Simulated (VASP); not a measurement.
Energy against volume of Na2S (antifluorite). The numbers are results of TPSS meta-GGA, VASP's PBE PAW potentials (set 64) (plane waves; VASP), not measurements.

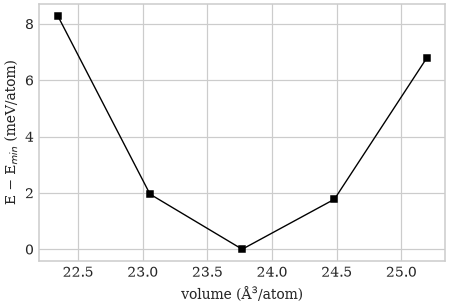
Figure: Energy against volume

Question: Estimate the equilibrium volume and the bulk modulus.

Answer: The minimum lies near 23.8 Å³/atom, and the curvature gives B0 of about 28 GPa.

Measured: a 6.537 Å (computed value off by +0.7 %), as given by Some thermoelectric phenomena in copper chalcogenides replaced by lithium and sodium alkaline metals, Nanomaterials …. The calculation is for a static lattice, while the measured a holds thermal and zero-point effects, which are part of the difference.

The compound is Na2S in the antifluorite structure. It was relaxed first.
